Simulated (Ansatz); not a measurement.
Consider Be₂B₃.

The calculation's input:

```
crystal:
  lattice:
    - [5.1605861361, -1.4874184671, 0.0]
    - [5.1605861361, 1.4874184671, 0.0]
    - [-0.7107245726, 0.0, 5.0409868964]
  atoms:
    - { symbol: Be, position: [0.830937092, 0.830937092, 0.913878182] }
    - { symbol: Be, position: [0.8983429403, 0.8983429403, 0.4927464282] }
    - { symbol: Be, position: [0.169062908, 0.169062908, 0.086121818] }
    - { symbol: Be, position: [0.1016570597, 0.1016570597, 0.5072535718] }
    - { symbol: B, position: [0.0268161624, 0.0268161624, 0.8407381381] }
    - { symbol: B, position: [0.7255786743, 0.7255786743, 0.5667239595] }
    - { symbol: B, position: [0.3802665982, 0.3802665982, 0.209550792] }
    - { symbol: B, position: [0.9731838376, 0.9731838376, 0.1592618619] }
    - { symbol: B, position: [0.2744213257, 0.2744213257, 0.4332760405] }
    - { symbol: B, position: [0.6197334018, 0.6197334018, 0.790449208] }
basis:
  ecutwfc: 420
kpoints:
  mp_grid: { grid: [14, 14, 8] }
hamiltonian:
  xc: pbe
scf:
  occupations: { method: gaussian, width: 0.1 }
output:
  forces: true
  stress: true
  eigenvalues: true
  write_density: true
  write_potential: true
  elf: true
  volumetric_format: npy
relax:
  adjacent_minimum: "off"
  f_tol: 0.01
  max_steps: 80
  cell: { stress_tol: 0.05 }
```

Launched as:

```sh
ansatz run input.yaml --threads 1 --pin off --max-ram 2560MiB --backend cpu --events-out ev --progress --plain --runs-dir out
```

Below, planes, directions and counts refer to the conventional cell (a = 10.31 Å, b = 2.98 Å, c = 5.09 Å, α = 90.00°, β = 97.91°, γ = 90.00°).

The fields are those of the relaxed geometry.

Space group C2/m; started from the corundum_167 prototype, which need not be the ambient phase; changed on purpose from its base cell (the structure that the rattled corundum type (R-3c, No. 167) fell into).

Level of theory: DFT PBE, scalar-relativistic, plane waves, PAW (Ansatz).

> What will maps of the valence pseudo-density and electron localisation function show?

B–B (1.68 Å): the density is about 0.95 e/Å³ at the midpoint; the ELF peaks at about 0.90 between the atoms.
Be–B (1.79 Å): ρ is about 0.56 e/Å³ halfway; the ELF peaks at about 0.70 in the valence shell of B, 0.9 Å from its nucleus, and is about 0.70 at the midpoint.
B–B (1.78 Å): ρ at the midpoint is about 0.79 e/Å³; the ELF peaks at about 0.90 between the atoms.
Be–B (1.87 Å): ρ is about 0.54 e/Å³ halfway; the ELF peaks at about 0.75 in the valence shell of B, 0.9 Å from its nucleus, and is about 0.70 at the midpoint.

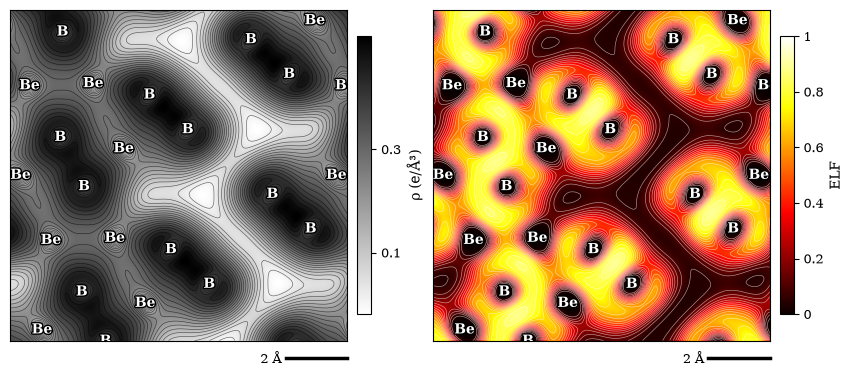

Computed valence pseudo-density and electron localisation function on the (010) plane of the conventional cell, in this order. 

In a PAW calculation such maps are meaningful between the atoms, not at the nuclei.
